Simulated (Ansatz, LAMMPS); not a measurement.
## Ni59Al41 (at. %) with crystalline order left by the classical run (68 atoms): a single point

What does DFT give for Ni59Al41 (at. %) with crystalline order left by the classical run (68 atoms) as built?

Method: Kohn-Sham DFT, LDA, PAW (set soft_2), plane waves, in Ansatz 0.2.0.

### Step 1. The structure

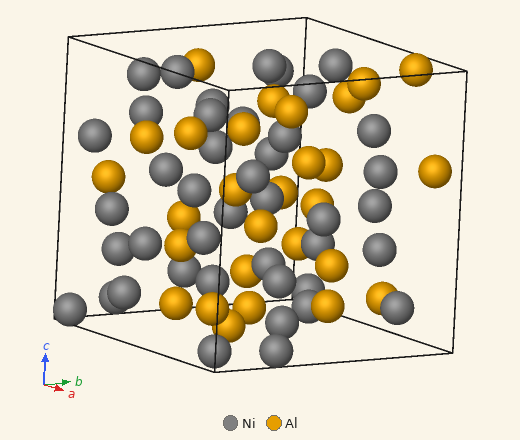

The cell as given, slightly off an axis (nickel grey, aluminium orange). Some periodic images of atoms are drawn too.

The cell holds 68 atoms: 40 Ni and 28 Al. Its edges and angles: a = 9.503 Å, b = 9.503 Å, c = 9.503 Å, α = 90.0°, β = 90.0°, γ = 90.0°. 68 atoms (40 Ni, 28 Al) placed at random at 5.03 g/cm³, melted at 2400 K for 10 ps at fixed volume with the EAM Ni-Al-H potential (Angelo, Moody and Baskes, Modell. Simul. Mater. Sci. Eng. 3, 289 (1995)). Quenched from 2400 K to 300 K at 10 K/ps and zero pressure, held 5 ps.

What the set-up can't give: The quench rate of 10 K/ps is orders of magnitude faster than experiment, which tends to freeze in extra defects. The starting topology of bonds comes from the classical model, and needn't be the one that DFT or experiment would give.

### Step 2. The classical run that made the cell

A classical potential supplies the starting structure, since it reaches far longer times than DFT.

This step: classical MD, EAM Ni-Al-H potential (Angelo, Moody and Baskes, Modell. Simul. Mater. Sci. Eng. 3, 289 (1995)) (LAMMPS 22 Jul 2025 - Update 4).

File in.lmp:

```
# melt-quench of Ni40Al28
units metal
atom_style atomic
boundary p p p
region box block 0 10.0782 0 10.0782 0 10.0782
create_box 2 box
mass 1 58.6934   # Ni
mass 2 26.9815   # Al
create_atoms 1 random 40 52263 NULL overlap 1.78 maxtry 2000
create_atoms 2 random 28 52270 NULL overlap 1.78 maxtry 2000
pair_style eam/alloy
pair_coeff * * NiAlH_jea.eam.alloy Ni Al
neigh_modify delay 0 every 1 check yes
thermo_style custom step time temp pe press density
thermo_modify norm yes
timestep 0.002
thermo 100
min_style cg
minimize 1e-4 1e-4 200 2000
reset_timestep 0
velocity all create 2400 52264 mom yes dist gaussian
fix lim all nve/limit 0.05
fix lan all langevin 2400 2400 0.2 52265 zero yes
thermo 500
run 1000 post no
unfix lim
unfix lan
thermo 833
fix md all nvt temp 2400 2400 0.2
run 5000 post no
unfix md
thermo 10500
fix md all npt temp 2400 300 0.2 iso 0 0 2
run 105000 post no
unfix md
thermo 1250
fix md all npt temp 300 300 0.2 iso 0 0 2
run 2500 post no
unfix md
write_dump all custom glass.dump id type xs ys zs modify sort id
```

Run with:

```sh
$ lmp -in in.lmp -log none -nocite
```

Numbers of over 12 decimals in the logs are rounded to 6 here.

Log:

```text
LAMMPS (22 Jul 2025 - Update 4)
Created orthogonal box = (0 0 0) to (10.0782 10.0782 10.0782)
Created 40 atoms
Created 28 atoms
   Step          Time           Temp          PotEng         Press         Density
         0   0              0             -2.3568522      355687.91      5.0350908
        82   0.164          0             -4.1828353     -104430.62      5.0350908
Loop time of 0.00937997 s on 1 MPI rank(s) for 82 steps with 68 atoms
Minimization stats:
  Stopping criterion = energy tolerance
  Energy initial, next-to-last, final =
     -2.35685222181487  -4.18243974008261    -4.182835317159
  Force two-norm initial, final = 78.093229 0.4584129
[... 14 lines left out ...]
[... 1 line left out ...]
Loop time of 0.345814 s on 1 MPI rank(s) for 5000 steps with 68 atoms
   Step          Time           Temp          PotEng         Press         Density
[... 12 lines left out ...]
Loop time of 7.73446 s on 1 MPI rank(s) for 105000 steps with 68 atoms
   Step          Time           Temp          PotEng         Press         Density
    111000   222            304.654       -4.3080404     -17651.358      5.9598527
    111250   222.5          364.58348     -4.3053843      9253.5124      6.0692647
    112500   225            313.13032     -4.3030563     -2936.2892      6.0167781
    113500   227            299.61819     -4.3135061     -7694.5436      6.0067005
Loop time of 0.172943 s on 1 MPI rank(s) for 2500 steps with 68 atoms
```

It took 8.4 s on 1 thread of Intel Xeon Platinum 8488C (Sapphire Rapids), shared host; peak memory 0.072 GiB.

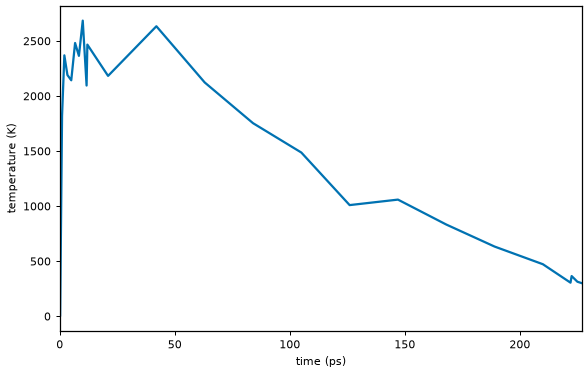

Temperature, plotted against time.

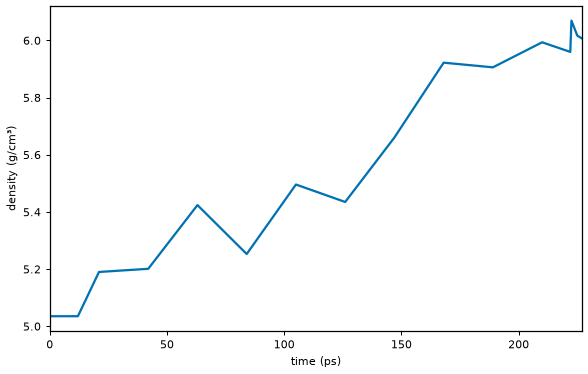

Density against time.

### Step 3. Plane-wave single point

One self-consistent run at the given positions yields energy and forces.

File input.yaml:

```yaml
crystal:
  lattice:
    - [9.50255, 0.0, 0.0]
    - [0.0, 9.50255, 0.0]
    - [0.0, 0.0, 9.50255]
  atoms:
    - { symbol: Ni, position: [0.77769, 0.42741, 0.1048], spin: 0.6 }
    - { symbol: Ni, position: [0.2819, 0.93914, 0.88784], spin: 0.6 }
    - { symbol: Ni, position: [0.6498, 0.21289, 0.24051], spin: 0.6 }
    - { symbol: Ni, position: [0.57286, 0.4982, 0.26786], spin: 0.6 }
    - { symbol: Ni, position: [0.95142, 0.78982, 0.16514], spin: 0.6 }
    - { symbol: Ni, position: [0.06127, 0.30159, 0.7229], spin: 0.6 }
    - { symbol: Ni, position: [0.55505, 0.18182, 0.54856], spin: 0.6 }
    - { symbol: Ni, position: [0.76848, 0.08466, 0.42757], spin: 0.6 }
    - { symbol: Ni, position: [0.41368, 0.56906, 0.93656], spin: 0.6 }
    - { symbol: Ni, position: [0.36935, 0.36187, 0.76795], spin: 0.6 }
    - { symbol: Ni, position: [0.82636, 0.23978, 0.6452], spin: 0.6 }
    - { symbol: Ni, position: [0.04005, 0.85814, 0.82802], spin: 0.6 }
    - { symbol: Ni, position: [0.05617, 0.50062, 0.14731], spin: 0.6 }
    - { symbol: Ni, position: [0.00852, 0.61724, 0.71538], spin: 0.6 }
    - { symbol: Ni, position: [0.61447, 0.33135, 0.78673], spin: 0.6 }
    - { symbol: Ni, position: [0.26812, 0.25562, 0.56218], spin: 0.6 }
    - { symbol: Ni, position: [0.97027, 0.44787, 0.50622], spin: 0.6 }
    - { symbol: Ni, position: [0.45897, 0.15163, 0.95274], spin: 0.6 }
    - { symbol: Ni, position: [0.6618, 0.57422, 0.89292], spin: 0.6 }
    - { symbol: Ni, position: [0.12619, 0.1704, 0.26021], spin: 0.6 }
    - { symbol: Ni, position: [0.91171, 0.31427, 0.28458], spin: 0.6 }
    - { symbol: Ni, position: [0.13223, 0.79108, 0.55734], spin: 0.6 }
    - { symbol: Ni, position: [0.77529, 0.77528, 0.76086], spin: 0.6 }
    - { symbol: Ni, position: [0.49469, 0.59349, 0.7017], spin: 0.6 }
    - { symbol: Ni, position: [0.6385, 0.9059, 0.58036], spin: 0.6 }
    - { symbol: Ni, position: [0.27984, 0.02755, 0.44105], spin: 0.6 }
    - { symbol: Ni, position: [0.00072, 0.25502, 0.05925], spin: 0.6 }
    - { symbol: Ni, position: [0.87697, 0.72508, 0.51763], spin: 0.6 }
    - { symbol: Ni, position: [0.08885, 0.00412, 0.04887], spin: 0.6 }
    - { symbol: Ni, position: [0.47158, 0.77167, 0.3022], spin: 0.6 }
    - { symbol: Ni, position: [0.3973, 0.79718, 0.06405], spin: 0.6 }
    - { symbol: Ni, position: [0.7277, 0.18298, 0.01018], spin: 0.6 }
    - { symbol: Ni, position: [0.33541, 0.059, 0.15233], spin: 0.6 }
    - { symbol: Ni, position: [0.74028, 0.84853, 0.32722], spin: 0.6 }
    - { symbol: Ni, position: [0.34212, 0.63642, 0.44809], spin: 0.6 }
    - { symbol: Ni, position: [0.21471, 0.17835, 0.89625], spin: 0.6 }
    - { symbol: Ni, position: [0.2102, 0.49938, 0.6153], spin: 0.6 }
    - { symbol: Ni, position: [0.13776, 0.03789, 0.67295], spin: 0.6 }
    - { symbol: Ni, position: [0.09071, 0.6596, 0.35067], spin: 0.6 }
    - { symbol: Ni, position: [0.52299, 0.00794, 0.36538], spin: 0.6 }
    - { symbol: Al, position: [0.8766, 0.06257, 0.19728] }
    - { symbol: Al, position: [0.16909, 0.4091, 0.36466] }
    - { symbol: Al, position: [0.13137, 0.46352, 0.89324] }
    - { symbol: Al, position: [0.39946, 0.24491, 0.31971] }
    - { symbol: Al, position: [0.52912, 0.83338, 0.83208] }
    - { symbol: Al, position: [0.61651, 0.66157, 0.4752] }
    - { symbol: Al, position: [0.39963, 0.83882, 0.56419] }
    - { symbol: Al, position: [0.76511, 0.51399, 0.66408] }
    - { symbol: Al, position: [0.58091, 0.98114, 0.11528] }
    - { symbol: Al, position: [0.47168, 0.41388, 0.51899] }
    - { symbol: Al, position: [0.38436, 0.08691, 0.71143] }
    - { symbol: Al, position: [0.26421, 0.32892, 0.08211] }
    - { symbol: Al, position: [0.14875, 0.71865, 0.01839] }
    - { symbol: Al, position: [0.65739, 0.08449, 0.7776] }
    - { symbol: Al, position: [0.00954, 0.92358, 0.3865] }
    - { symbol: Al, position: [0.53652, 0.36818, 0.05135] }
    - { symbol: Al, position: [0.85104, 0.3704, 0.87131] }
    - { symbol: Al, position: [0.83583, 0.5838, 0.30741] }
    - { symbol: Al, position: [0.72703, 0.3519, 0.44286] }
    - { symbol: Al, position: [0.94879, 0.10606, 0.84659] }
    - { symbol: Al, position: [0.82276, 0.90669, 0.97734] }
    - { symbol: Al, position: [0.3277, 0.57729, 0.19133] }
    - { symbol: Al, position: [0.65339, 0.70135, 0.12087] }
    - { symbol: Al, position: [0.02692, 0.18074, 0.49611] }
    - { symbol: Al, position: [0.89836, 0.63851, 0.96093] }
    - { symbol: Al, position: [0.25232, 0.70724, 0.77214] }
    - { symbol: Al, position: [0.89261, 0.96039, 0.62675] }
    - { symbol: Al, position: [0.22408, 0.85961, 0.24946] }
magnetization:
  spin_polarized: true
kpoints:
  mp_grid: { grid: [2, 2, 2] }
hamiltonian:
  xc: lda
scf:
  occupations: { method: methfessel_paxton, width: 0.15 }
  lower_state_search: "off"
output:
  forces: true
  stress: true
  populations: intrinsic
  dos:
    method: { smearing: { sigma: 0.08 } }
    de: 0.1
    projected: { site_lists: { Al: [Al], Ni: [Ni] } }
  eigenvalues: true
  write_density: true
  write_potential: true
  volumetric_format: npy
```

Run with:

```sh
$ ansatz run input.yaml --threads 8 --pin off --max-ram 15872MiB --backend cpu --events-out ev --progress --plain --runs-dir out
```

Log:

```text
Engine: ansatz 0.2.0, x86_64-unknown-linux-gnu
Pseudopotentials: kind: paw
Pseudopotential: Ni, paw, valence charge 18, recommended cutoff 420 eV (normal), Ni.paw.azcp
Pseudopotential: Al, paw, valence charge 3, recommended cutoff 420 eV (normal), Al.paw.azcp
[... 3 lines on functional and potentials left out ...]
Crystal: 68 atoms, lattice volume = 858.066 Å³
Basis set: ecut = 420 eV, 16831 PW (Γ)
Bands: 497, of which v1, the nominal top of the filled ones, is band 402 counted from 1 (401 counted from 0)
Symmetry: 1 space group operations
Space group: P1 (ITA 1), of the structure as read, at distance tolerance 9.5e-5 Å
Magnetic group: BNS 1.1 (UNI 1), of the structure as read, at distance tolerance 9.5e-5 Å
k-points: 8
[... 7 lines on functional and potentials left out ...]
Initial density: superposition of atomic densities (chi_scale 0.1, normalization cell)
Starting moments: Σ|m| = 24 μB on 40 of 68 sites
Initial wavefunctions: pseudopotential atomic-orbital guess
Functional: x = slater, c = lda
SCF iter   1: F=—  HF=-245335.609087 eV  |F-HF|=—  |Δ(HF+E_count)|=         —  Δρ=9.63e-2 (↑2.34e-2 ↓9.63e-2)  dr2=1.40e2  dr2_m=1.31e1  M=5.781 μB ∫|m|=6.891 μB  β_m=0.30  ethr=3.10e-3  ⟨swp⟩=5.2  Hψ=28501  notcnv=0  defer=238
preconditioner: auto → Kerker (q_TF=auto, 2.699 Å⁻¹)  [metal: Δε(μ)=0.010 eV  Ē_g=7.080 eV  σ=0.150 eV  W_gap=0.06  n_scr=256 (ndim 8)  ℏωp=27.9 eV  f_vac=0.000  D(μ)=34.02/eV (n_scr^D=256)]
spin=Collinear: Kerker preconditioning applied to the charge; magnetization (m = ρ↑ − ρ↓) channel mixes plain (no charge-response kernel on spin).
SCF iter   2: F=—  HF=-245325.093157 eV  |F-HF|=—  |Δ(HF+E_count)|=    1.05e1  S|Δr|=    0.00e0  Δρ=3.74e-2 (↑3.74e-2 ↓2.47e-2)  dr2=2.17e1  dr2_m=5.04e0  M=6.917 μB ∫|m|=8.315 μB  β_m=0.30  ethr=3.10e-3  ⟨swp⟩=3.0  Hψ=12810  notcnv=0  defer=1265
SCF iter   3: F=—  HF=-245321.711160 eV  |F-HF|=—  |Δ(HF+E_count)|=    3.38e0  S|Δr|=    0.00e0  Δρ=3.53e-2 (↑1.81e-2 ↓3.53e-2)  dr2=2.46e1  dr2_m=4.03e0  M=5.221 μB ∫|m|=6.535 μB  β_m=0.30  ethr=2.70e-3  ⟨swp⟩=2.6  Hψ=11868  notcnv=0  defer=1240
SCF iter   4: F=—  HF=-245318.074450 eV  |F-HF|=—  |Δ(HF+E_count)|=    3.64e0  S|Δr|=    0.00e0  Δρ=6.21e-2 (↑4.11e-2 ↓6.21e-2)  dr2=8.98e1  dr2_m=2.99e0  M=5.871 μB ∫|m|=7.182 μB  β_m=0.30  ethr=2.70e-3  ⟨swp⟩=3.7  Hψ=11293  notcnv=0  defer=1240
SCF iter   5: F=—  HF=-245316.710267 eV  |F-HF|=—  |Δ(HF+E_count)|=    1.36e0  S|Δr|=    0.00e0  Δρ=2.65e-2 (↑2.65e-2 ↓2.41e-2)  dr2=1.49e1  dr2_m=1.36e0  M=5.256 μB ∫|m|=6.412 μB  β_m=0.30  ethr=2.70e-3  ⟨swp⟩=2.6  Hψ=15283  notcnv=0  defer=1212
SCF iter   6: F=—  HF=-245316.367566 eV  |F-HF|=—  |Δ(HF+E_count)|=   3.43e-1  S|Δr|=    0.00e0  Δρ=2.04e-2 (↑2.04e-2 ↓9.34e-3)  dr2=3.61e0  dr2_m=9.64e-1  M=4.407 μB ∫|m|=5.522 μB  β_m=0.30  ethr=1.85e-3  ⟨swp⟩=2.0  Hψ=6914  notcnv=0  defer=1212
SCF iter   7: F=—  HF=-245316.423997 eV  |F-HF|=—  |Δ(HF+E_count)|=   5.64e-2  S|Δr|=    0.00e0  Δρ=1.57e-2 (↑1.57e-2 ↓7.17e-3)  dr2=1.89e0  dr2_m=7.05e-1  M=3.872 μB ∫|m|=4.902 μB  β_m=0.30  ethr=4.49e-4  ⟨swp⟩=1.5  Hψ=6797  notcnv=0  defer=1212
SCF iter   8: F=—  HF=-245316.449899 eV  |F-HF|=—  |Δ(HF+E_count)|=   2.59e-2  S|Δr|=    0.00e0  Δρ=1.15e-2 (↑1.15e-2 ↓5.88e-3)  dr2=4.68e-1  dr2_m=5.34e-1  M=3.371 μB ∫|m|=4.301 μB  β_m=0.30  ethr=2.36e-4  ⟨swp⟩=1.0  Hψ=6740  notcnv=0  defer=1212
SCF iter   9: F=—  HF=-245316.434778 eV  |F-HF|=—  |Δ(HF+E_count)|=   1.51e-2  S|Δr|=    0.00e0  Δρ=8.40e-3 (↑8.40e-3 ↓7.16e-3)  dr2=3.36e-1  dr2_m=4.03e-1  M=2.970 μB ∫|m|=3.809 μB  β_m=0.30  ethr=5.81e-5  ⟨swp⟩=2.2  Hψ=9417  notcnv=0  defer=1212
SCF iter  10: F=—  HF=-245316.394852 eV  |F-HF|=—  |Δ(HF+E_count)|=   3.99e-2  S|Δr|=    0.00e0  Δρ=7.24e-3 (↑5.56e-3 ↓7.24e-3)  dr2=4.99e-2  dr2_m=3.07e-1  M=2.610 μB ∫|m|=3.353 μB  β_m=0.30  ethr=4.18e-5  ⟨swp⟩=1.8  Hψ=7371  notcnv=0  defer=1212
[...]
spin-set hold released at iteration 12 (site moments contracting): the magnetisation degrees of freedom join the quasi-Newton model from the next iteration; the mixer history was flushed
[...]
SCF iter  41: F=-245316.511198 eV  HF=-245316.511198 eV  |F-HF|=4.32e-8  |Δ(HF+E_count)|=   3.26e-9  S|Δr|=    0.00e0  Δρ=2.17e-6 (↑1.91e-6 ↓2.17e-6)  dr2=5.19e-8  dr2_m=1.96e-8  M=0.000 μB ∫|m|=0.001 μB  β_m=0.25  ethr=1.24e-11  ⟨swp⟩=13.2  Hψ=58018  notcnv=0
iter 42 did not close the SCF: its close was put off for a magnetic moment that had not settled (scf_convergence_deferred on its scf_iter line)
SCF iter  42: F=-245316.511198 eV  HF=-245316.511198 eV  |F-HF|=6.82e-8  |Δ(HF+E_count)|=   3.32e-9  S|Δr|=    0.00e0  Δρ=2.18e-6 (↑2.18e-6 ↓1.53e-6)  dr2=7.16e-8  dr2_m=1.28e-8  M=0.000 μB ∫|m|=0.001 μB  β_m=0.31  ethr=6.45e-12  ⟨swp⟩=5.0  Hψ=36879  notcnv=0
SCF iter  43: F=—  HF=-245316.511198 eV  |F-HF|=—  |Δ(HF+E_count)|=   4.77e-9  S|Δr|=    0.00e0  Δρ=2.25e-6 (↑2.04e-6 ↓2.25e-6)  dr2=1.42e-7  dr2_m=4.60e-9  M=0.000 μB ∫|m|=0.000 μB  β_m=0.26  ethr=6.45e-12  ⟨swp⟩=2.0  Hψ=10713  notcnv=0
SCF iter  44: F=—  HF=-245316.511198 eV  |F-HF|=—  |Δ(HF+E_count)|=  5.82e-10  S|Δr|=    0.00e0  Δρ=2.23e-6 (↑1.94e-6 ↓2.23e-6)  dr2=1.39e-7  dr2_m=2.81e-9  M=0.000 μB ∫|m|=0.000 μB  β_m=0.20  ethr=6.45e-12  ⟨swp⟩=2.0  Hψ=10746  notcnv=0
iter 45 did not close the SCF: its close was put off for a magnetic moment that had not settled (scf_convergence_deferred on its scf_iter line)
SCF iter  45: F=-245316.511198 eV  HF=-245316.511198 eV  |F-HF|=1.01e-8  |Δ(HF+E_count)|=   5.30e-9  S|Δr|=    0.00e0  Δρ=8.89e-7 (↑4.99e-7 ↓8.89e-7)  dr2=1.10e-8  dr2_m=2.00e-9  M=0.000 μB ∫|m|=0.000 μB  β_m=0.21  ethr=6.45e-12  ⟨swp⟩=5.0  Hψ=38454  notcnv=0
iter 46 did not close the SCF: its close was put off for a magnetic moment that had not settled (scf_convergence_deferred on its scf_iter line)
SCF iter  46: F=-245316.511198 eV  HF=-245316.511198 eV  |F-HF|=7.28e-10  |Δ(HF+E_count)|=  7.86e-10  S|Δr|=    0.00e0  Δρ=5.13e-7 (↑3.96e-7 ↓5.13e-7)  dr2=2.19e-9  dr2_m=1.10e-9  M=0.000 μB ∫|m|=0.000 μB  β_m=0.39  ethr=1.36e-12  ⟨swp⟩=4.4  Hψ=34299  notcnv=0
SCF iter  47: F=-245316.511198 eV  HF=-245316.511198 eV  |F-HF|=5.85e-9  |Δ(HF+E_count)|=   1.11e-9  S|Δr|=    0.00e0  Δρ=5.96e-7 (↑5.96e-7 ↓4.90e-7)  dr2=6.52e-9  dr2_m=5.66e-10  M=0.000 μB ∫|m|=0.000 μB  ethr=1.00e-12  ⟨swp⟩=4.0  Hψ=34556  notcnv=0
WARN: the starting moments were not kept: the SCF closed with an absolute magnetisation of 1.2e-4 μB, where they sum to 24 μB in size (40 sites). That is at most 0.1 of that sum. Measured as dr2_m measures the in/out step, that magnetisation stands 1.5e-9 eV from none, [...]
SCF 1 converged in 47 iterations: F = -245316.511198 eV  dr2 = 6.52e-9
  greatest PAW one-centre occupation: 1.002 electrons in one spin orbital (limit 2), on the Ni atom at site 34 (counted from 0), in its partial waves of l = 1
this state was not tested for a lower state beside it, because cold or Methfessel-Paxton smearing, or corrected tetrahedra, fill the levels in a way that the test cannot read (fill_not_monotonic; see scf.lower_state_search)
SCF converged after 47 iterations
Magnetization: 0.0000 μB (402.0000 up, 402.0000 down)
Absolute magnetization: 0.0001 μB (∫|ρ↑−ρ↓|, with the PAW one-centre terms)
Spin contamination: 0.0000 ħ² per cell (⟨S²⟩ above its minimum at these occupations)
Per-site moments (μB) at R_I (Å): [(2.880540043812586e-6, 0.984509), (5.5205447666543955e-6, 0.974500), (-2.753526289693524e-6, 0.960271), (-1.4690270786805272e-6, 1.000144), (-1.0488435726218693e-6, 1.003047), [...]
Free energy (F): -245316.511198 eV
Harris-Foulkes:  -245316.511198 eV  (|F-HF|=5.85e-9)
Internal energy: -245316.519606 eV  (E = F + TS)
E sigma→0 (E₀):  -245316.513300 eV
Entropy (-TS):   0.008408 eV (0.124 meV/atom)
Fermi energy:    12.944536 eV
Step filling:    the computed levels leave a gap of 0.0073 eV = 0.0 smearing widths at the electron count; against every level under it full and every level over it empty, smearing changes F+E_penalty+E_count by -5.282 meV and its σ→0 estimate by -7.384 meV
--- Per-component energies (eV) ---
  E_band       = -14108.768072
  E_kinetic    = 12066.318349
  E_local      = -192594.077485  (includes V_loc(G=0)·N_el)
  E_nonlocal   = 25928.289701
  E_hartree    = 83516.172905
  E_xc         = -4497.406679
  E_vxc        = -5216.413532  (∫ρ·V_xc dr)
  E_paw        = -75037.538520  (= ΣΔE_a)
  E_vpaw       = -21325.235937  (= ΣTr[D̂ρ^β])
  E_aug_tail   = 0.017705  (compensation charges beyond the density's cutoff)
  E_ewald      = -94717.220463
  E_core_change = 18.924881  (= ΣΔE_core)
  E_smearing   = 0.008408  (= −TS)
  E_closure    = 0.000000  (closes the sum)
  Σ components = -245316.511198   (vs F -245316.511198, Δ=0.00e0)
--- Forces (eV/Å), atoms counted from 1 ---
  atom   1  Ni     0.02258340     0.49361759     0.19262182
  atom   2  Ni     0.17937369    -0.33130050     0.01854974
  atom   3  Ni    -0.49970807     0.37119884     0.34618781
  atom   4  Ni     0.00030406    -0.13825243     0.78268798
  atom   5  Ni     0.02044175     0.14103273     0.23633803
  atom   6  Ni     0.33627313     0.07951588    -0.04695455
  atom   7  Ni     0.21481257    -0.05245582    -0.11724503
  atom   8  Ni     0.78515309    -0.18507270     0.46964932
  atom   9  Ni    -0.92829937    -0.02927118     0.57903936
  atom  10  Ni    -0.64817552     0.13012356     0.64208494
  atom  11  Ni    -0.47706939    -0.18882947     0.08341629
  atom  12  Ni    -0.53635634    -0.35120745     0.06511650
  atom  13  Ni     0.03294681     0.22637342    -0.61687371
  atom  14  Ni    -0.36297493    -0.21174246     0.37840327
[...]
atom  67  Al    -0.41532652    -0.69753558     0.08774808
  atom  68  Al     0.85610753    -0.15271936     0.05902496
  max |Σ_I F_I| component: 7.63e-5 eV/Å
--- Stress (GPa, compression-positive) ---
      -13.643858       0.434544       0.533657
        0.434544     -13.480490       1.231112
        0.533657       1.231112     -10.489661
  P = ⅓ Tr σ = -12.5380 GPa (-125.380 kbar)
--- Band table (eV; the first three rows and the last of 16) ---
  k-point 0 ↑: bands = ["-89.3592", "-89.3309", "-89.3051", "-89.3006", [... 481 levels ...], "19.8004", "19.8178", "19.8765", "20.0000", "20.0250", "20.0782", "20.2015", "20.2671", "20.3518", "20.3745", "20.4253", "20.5032"]
[...]
--- intrinsic populations: 68 sites ---
  site symbol       q [e]    m [muB]
     0     Ni     17.7334     0.0000
     1     Ni     17.7977     0.0000
     2     Ni     17.7161    -0.0000
[...]
67     Al      3.4185    -0.0000
  spilling = -0.000000 (of n_electrons = 804.000000)
```

Wall time 4.1 min (8 threads of Intel Xeon Platinum 8488C (Sapphire Rapids), shared host); peak memory 12 GiB.

The column dr2 measures how far the density is from self-consistency, as an energy; F and HF (Harris–Foulkes) agree once it is small.

The program notes that starting moments were not kept, it cut back its work space to fit the memory limit and the stability of the SCF solution was not settled.

Read from the output:

```yaml
free_energy: -245316.5112 eV
free_energy_per_atom: -3607.5958 eV/atom
scf_cycles: 47
pressure: -12.54 GPa
r_m_s_force_component: 0.4831 eV/Å
longest_force: 1.851 eV/Å
fermi_energy: 12.94 eV
levels_partly_filled_by_over_2_per_cent: 84
```

Length of the force by element:

```
element  coordination  atoms  mean length of the force (eV/Å)  spread   least  most
     Al           all     28                            0.944   0.338   0.408  1.85
     Ni           all     40                            0.609   0.340  0.0852  1.55
```

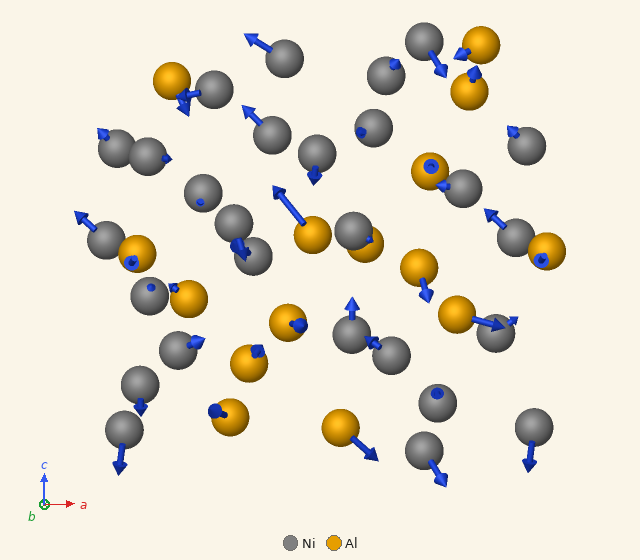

Forces as arrows; the longest in the cell is 1.85 eV/Å. Drawn is a slice 5 Å thick, seen along the normal of the ac plane.

(Continued in part 2 of 2.)

[Logs are printed without paths, hosts, clocks, repeated set-up lines and the standing remarks that a program may print on its own settings, such as how far it seeks lower states.]

[Hosts, paths, dates, database ids (printed as entryN), source tags and the programs' standing remarks are cut or masked in the printed files.]
